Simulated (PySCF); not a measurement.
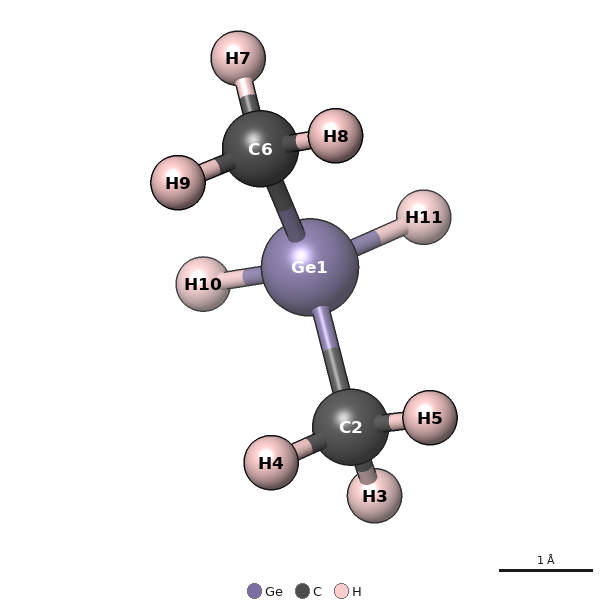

Orthographic view. Depth is shown by fading: the farther an atom, the more it takes the colour of the background. Computed geometry: PBE0-D3(BJ)/def2-SVP optimisation. No frequency run is at hand to confirm it as a minimum.

Write a Z-matrix (Å, degrees) in the order of the atom numbers, with these reference atoms: 2 to 1; 3 to 2, 1; 4 to 2, 3, 1; 5 to 2, 3, 4; 6 to 1, 2, 3; 7 to 6, 1, 2; 8 to 6, 7, 1; 9 to 6, 7, 8; 10 to 1, 6, 7; 11 to 1, 10, 6.

```
Ge 
C    1   1.955
H    2   1.100   1   110.8
H    2   1.100   3   108.3   1   121.2
H    2   1.100   3   108.4   4   117.5
C    1   1.954   2   110.4   3   177.4
H    6   1.100   1   110.9   2   179.5
H    6   1.100   7   108.5   1   121.5
H    6   1.100   7   108.3   8   117.5
H    1   1.545   6   109.6   7   -59.7
H    1   1.545  10   107.9   6  -119.4
```
